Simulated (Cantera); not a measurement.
A closed system holds: 1 mol Cr, 3.2 mol H2O, 6.5 mol N2, held at 0.120 bar.

These are equilibrium values from Cantera (NASA tables, ideal gas, pure condensed phases), not measurements of a reactor. Candidate condensed phases: Cr, CrN, Cr2N, Cr2O3, H2O; 29 gas species. The numbers say what is thermodynamically allowed, not how fast it happens.

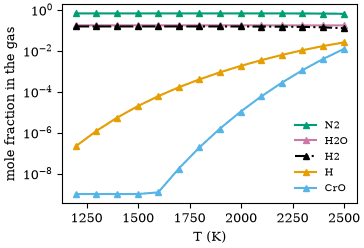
Figure: Equilibrium gas composition (values under 1e-9 drawn at 1e-9)

Problem. Read off the mole fractions at 1398 K.

Solution. N2 about 0.67, H2O about 0.18, H2 about 0.15, H about 5.4e-6.
